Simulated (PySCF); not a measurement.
**C4H12GeO: electronic excitations at several levels of theory, part 1 of 2**

Aim: compute the electronic excitations of C4H12GeO (`CC[C@@H](C)[O][GeH3]`) at several levels, and see how far they spread and what each costs.

Programs: PySCF 2.14.0, with density-fitted response routines of our own. Each step states its level of theory. These are calculated values for one molecule in the gas phase, unless marked as measured. Atoms count from 0, in the outputs and in this text.

## 1. The starting structure

18 atoms, charge 0, multiplicity 1; geometry from: GFN2-xTB.

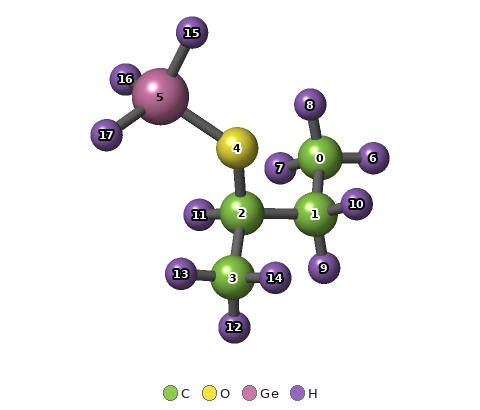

As it starts; carbon green, oxygen yellow, germanium pink, hydrogen purple, atoms numbered.

## 2. Optimising the geometry at PBE0-D3(BJ)/def2-SVP

The job: settings as JSON, then the geometry in Å.

```
{"job": {"xc": "PBE0", "basis": "def2-SVP", "d3": "d3bj", "grid": 1, "kind": "geom"}, "charge": 0, "multiplicity": 1}
C     -1.902206     0.422250     1.096295
C     -1.471658    -0.094243    -0.270457
C      0.019838    -0.438150    -0.305733
C      0.395664    -1.172624    -1.588835
O      0.748793     0.773496    -0.209520
Ge     2.262682     1.014047     0.607757
H     -2.953886     0.697882     1.086118
H     -1.751559    -0.341258     1.857424
H     -1.316632     1.298438     1.364905
H     -2.045057    -0.986581    -0.528318
H     -1.659864     0.669427    -1.026949
H      0.250417    -1.087870     0.552520
H     -0.134463    -2.119245    -1.651891
H      1.467339    -1.364472    -1.603351
H      0.142321    -0.561417    -2.451218
H      2.397963     2.491476     0.503296
H      2.154325     0.522175     2.026865
H      3.387223     0.282986    -0.077231
```

Output:

```text
step   0  E = -2310.91724932  max force = 0.025068
step   1  E = -2310.92130319  max force = 0.015748
step   2  E = -2310.92214101  max force = 0.003354
step   3  E = -2310.92224873  max force = 0.000490
step   4  E = -2310.92234251  max force = 0.002470
step   5  E = -2310.92240954  max force = 0.002244
step   6  E = -2310.92244697  max force = 0.001046
step   7  E = -2310.92246501  max force = 0.000189
step   8  E = -2310.92248057  max force = 0.000751
step   9  E = -2310.92249818  max force = 0.001356
step  10  E = -2310.92250969  max force = 0.001218
step  11  E = -2310.92251794  max force = 0.000422
optimisation converged
```

Run time: 74 s. Hardware: 1 thread, shared host.

Along the way:

| step | energy from step 0 (eV) | largest force component (eV/Å) |
| --- | --- | --- |
| 0 | 0.0000 | 1.2890 |
| 1 | -0.1103 | 0.8098 |
| 2 | -0.1331 | 0.1725 |
| 3 | -0.1360 | 0.0252 |
| 4 | -0.1386 | 0.1270 |
| 5 | -0.1404 | 0.1154 |
| 6 | -0.1414 | 0.0538 |
| 7 | -0.1419 | 0.0097 |
| 8 | -0.1423 | 0.0386 |
| 9 | -0.1428 | 0.0697 |
| 10 | -0.1431 | 0.0626 |
| 11 | -0.1434 | 0.0217 |

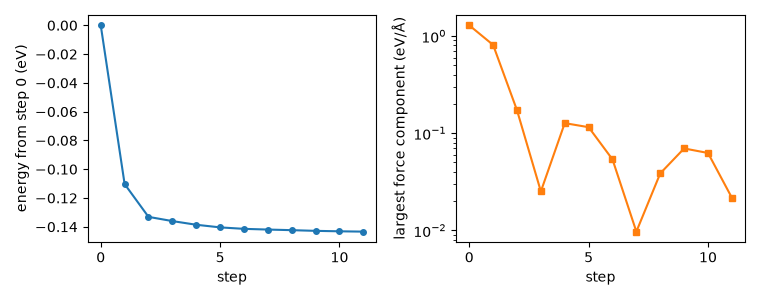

Energy and largest force along the relaxation.

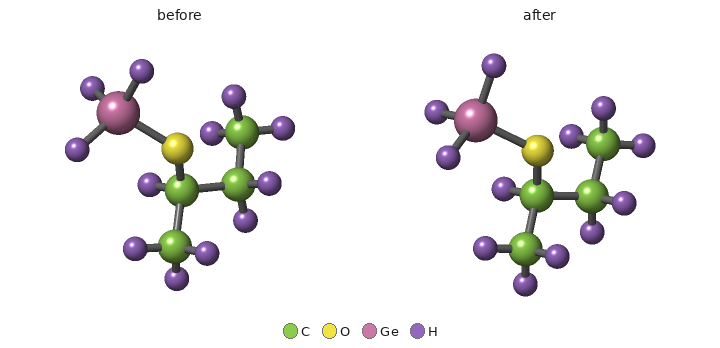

Before and after, at one scale.

Close pairs (by a distance rule), those that changed most:

| bond | before (Å) | after (Å) | change (Å) |
| --- | --- | --- | --- |
| Ge5–H15 | 1.487 | 1.533 | +0.046 |
| O4–Ge5 | 1.737 | 1.782 | +0.045 |
| Ge5–H16 | 1.506 | 1.543 | +0.038 |
| Ge5–H17 | 1.506 | 1.543 | +0.037 |
| C3–H14 | 1.087 | 1.101 | +0.014 |
| C0–H7 | 1.089 | 1.102 | +0.014 |
| C3–H12 | 1.087 | 1.101 | +0.014 |
| C0–H6 | 1.087 | 1.100 | +0.013 |

The next job starts from the end point, and lists it.

| at the end point | value |
| --- | --- |
| point group (found at 0.08 Å tolerance) | C1 |
| rotational constants (GHz, main isotopes) | 3.805, 1.162, 0.940 |
| dipole moment (D) | 1.07 |

## 3. Ultraviolet spectrum: CAM-B3LYP/def2-SVPD

The job: settings as JSON, then the geometry in Å.

```
{"job": {"kind": "uv", "xc": "CAM-B3LYP", "basis": "def2-SVPD", "ip": true}, "charge": 0, "multiplicity": 1}
C     -2.046824     0.404248     0.770763
C     -1.499711    -0.237611    -0.491713
C      0.012247    -0.417351    -0.470132
C      0.526810    -1.102225    -1.726032
O      0.593442     0.861619    -0.315147
Ge     2.238923     1.060881     0.340441
H     -3.139470     0.524242     0.721587
H     -1.817632    -0.204927     1.660537
H     -1.597908     1.396644     0.920031
H     -1.964942    -1.224100    -0.657390
H     -1.750914     0.381873    -1.370263
H      0.265378    -1.052148     0.407758
H      0.064048    -2.092392    -1.855302
H      1.618155    -1.243722    -1.687371
H      0.295581    -0.489079    -2.610843
H      2.339636     2.551029     0.687504
H      2.374402     0.159019     1.585654
H      3.298931     0.669587    -0.709813
```

With the program's defaults for keys left out, this is: TDDFT CAM-B3LYP/def2-SVPD, vertical, gas phase, core orbitals frozen in the response.

Output:

```text
coarse grid: 62984 points
cycle   1  E = -2311.3450365335  dE = -1.646e-01  |g| = 8.074e-01  |ddm| = 5.836e+00
cycle   2  E = -2311.2234804360  dE =  1.216e-01  |g| = 1.163e+00  |ddm| = 3.291e+00
cycle   3  E = -2311.4596815419  dE = -2.362e-01  |g| = 1.171e-01  |ddm| = 1.961e+00
cycle   4  E = -2311.4619757763  dE = -2.294e-03  |g| = 4.060e-02  |ddm| = 2.055e-01
cycle   5  E = -2311.4622357543  dE = -2.600e-04  |g| = 4.441e-03  |ddm| = 5.250e-02
cycle   6  E = -2311.4622390875  dE = -3.333e-06  |g| = 1.599e-03  |ddm| = 1.136e-02
final grid: 133544 points
cycle   7  E = -2311.4621910174  dE = -2.270e-07  |g| = 1.485e-03  |ddm| = 9.445e-03
cycle   8  E = -2311.4621910659  dE = -4.854e-08  |g| = 1.436e-03  |ddm| = 4.375e-03
cycle   9  E = -2311.4621914241  dE = -3.582e-07  |g| = 5.584e-05  |ddm| = 2.030e-03
cycle  10  E = -2311.4621914247  dE = -6.758e-10  |g| = 1.627e-05  |ddm| = 1.214e-04
converged SCF energy = -2311.4621914247

Static polarisability (au): isotropic 84.849, principal 75.382 85.722 93.442

Singlet excitations
state   eV       nm        f      main configurations
  1   6.7347    184.1   0.00419   H->L+1 0.50, H->L 0.40
  2   7.3555    168.6   0.02687   H->L 0.50, H->L+1 0.45
  3   7.5803    163.6   0.04790   H-1->L+1 0.56, H-1->L 0.29
  4   7.9574    155.8   0.00826   H->L+2 0.59, H->L+4 0.29
  5   8.1228    152.6   0.02625   H-1->L 0.41, H-1->L+1 0.35, H->L+5 0.08
  6   8.3431    148.6   0.02811   H->L+3 0.65, H->L+5 0.12
  7   8.4199    147.3   0.00560   H-2->L+1 0.27, H->L+5 0.23, H-2->L 0.18
  8   8.5198    145.5   0.03873   H->L+5 0.31, H-2->L+1 0.12, H-1->L 0.12
  9   8.5571    144.9   0.01899   H->L+4 0.41, H->L+6 0.19, H->L+5 0.14
 10   8.7037    142.4   0.00518   H-1->L+2 0.61, H-1->L+4 0.12

Triplet excitations (Tamm-Dancoff, eV): 6.3586 7.0690 7.1212 7.7005
Vertical ionisation energy (delta-SCF) = 9.7586 eV
```

Wall time 86 s (1 thread, shared host).

The orbitals next to the gap, with their largest atomic shares:

| orbital | eV | atoms |
| --- | --- | --- |
| HOMO−3 | -10.82 | C1 22 %, C0 21 %, H9 11 % |
| HOMO−2 | -10.78 | Ge5 21 %, H16 16 %, C1 11 % |
| HOMO−1 | -9.71 | O4 39 %, C2 17 %, C1 12 % |
| HOMO | -9.11 | O4 54 %, C2 10 %, C3 10 % |
| LUMO | 0.95 | Ge5 50 %, H17 13 %, H16 12 % |
| LUMO+1 | 1.04 | Ge5 39 %, H16 8 %, H15 8 % |
| LUMO+2 | 1.86 | Ge5 17 %, C0 12 %, C3 11 % |

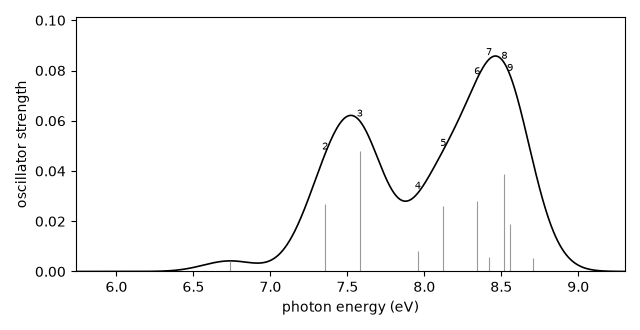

Absorption spectrum from the 10 singlet states computed; above the last one it falls off for lack of states. Lines are broadened to a width of 0.40 eV (Gaussian).

Further results of this job:

| property | computed |
| --- | --- |
| dipole moment (D) | 1.12 |
| polarisability (Å³) | 12.57 |
| HOMO–LUMO gap (eV) | 10.06 |
| −ε(HOMO) (eV) | 9.11 |

## 4. Ultraviolet spectrum: wB97X-D/def2-SVPD

The job, as its differences from that of step 3:

```diff
@@ -1,2 +1,2 @@
-{"job": {"kind": "uv", "xc": "CAM-B3LYP", "basis": "def2-SVPD", "ip": true}, "charge": 0, "multiplicity": 1}
+{"job": {"kind": "uv", "xc": "wB97X-D", "basis": "def2-SVPD", "ip": true}, "charge": 0, "multiplicity": 1}
 C     -2.046824     0.404248     0.770763
```

Method: TDDFT wB97X-D/def2-SVPD, vertical, gas phase, core orbitals frozen in the response.

Output:

```text
coarse grid: 62984 points
cycle   1  E = -2311.3433875498  dE = -1.505e-01  |g| = 7.794e-01  |ddm| = 5.545e+00
cycle   2  E = -2311.2726276719  dE =  7.076e-02  |g| = 1.027e+00  |ddm| = 2.979e+00
cycle   3  E = -2311.4547444956  dE = -1.821e-01  |g| = 8.345e-02  |ddm| = 1.686e+00
cycle   4  E = -2311.4559475385  dE = -1.203e-03  |g| = 3.743e-02  |ddm| = 1.906e-01
cycle   5  E = -2311.4561746632  dE = -2.271e-04  |g| = 4.816e-03  |ddm| = 5.827e-02
cycle   6  E = -2311.4561792775  dE = -4.614e-06  |g| = 1.552e-03  |ddm| = 1.620e-02
final grid: 133544 points
cycle   7  E = -2311.4556516110  dE = -1.988e-06  |g| = 1.510e-03  |ddm| = 1.619e-02
cycle   8  E = -2311.4556517661  dE = -1.551e-07  |g| = 1.320e-03  |ddm| = 4.594e-03
cycle   9  E = -2311.4556520155  dE = -2.494e-07  |g| = 1.048e-04  |ddm| = 1.925e-03
cycle  10  E = -2311.4556520175  dE = -2.011e-09  |g| = 6.110e-05  |ddm| = 3.247e-04
cycle  11  E = -2311.4556520183  dE = -8.367e-10  |g| = 1.748e-05  |ddm| = 1.577e-04
converged SCF energy = -2311.4556520183

Static polarisability (au): isotropic 84.787, principal 75.299 85.725 93.337

Singlet excitations
state   eV       nm        f      main configurations
  1   6.8164    181.9   0.00391   H->L+1 0.46, H->L 0.45
  2   7.5327    164.6   0.03258   H->L+1 0.50, H->L 0.43
  3   7.6722    161.6   0.04758   H-1->L+1 0.50, H-1->L 0.34
  4   8.0482    154.1   0.00801   H->L+2 0.69, H->L+4 0.17
  5   8.3042    149.3   0.03021   H-1->L+1 0.39, H-1->L 0.30, H->L+4 0.09
  6   8.5067    145.7   0.01125   H->L+5 0.22, H-2->L 0.14, H->L+4 0.14
  7   8.5472    145.1   0.03697   H->L+3 0.29, H-2->L+1 0.19, H-1->L 0.10
  8   8.7185    142.2   0.04053   H->L+3 0.23, H->L+4 0.14, H->L+5 0.14
  9   8.7872    141.1   0.02532   H->L+5 0.22, H->L+6 0.20, H->L+4 0.19
 10   8.8404    140.2   0.00614   H-1->L+2 0.62, H-1->L+5 0.09

Triplet excitations (Tamm-Dancoff, eV): 6.4935 7.2618 7.3204 7.8913
Vertical ionisation energy (delta-SCF) = 9.6966 eV
```

Run time: 88 s. Hardware: 1 thread, shared host.

Key values: HOMO -9.58 eV, LUMO 1.80 eV; lowest singlet 6.82 eV.

(Continued in part 2 of 2.)
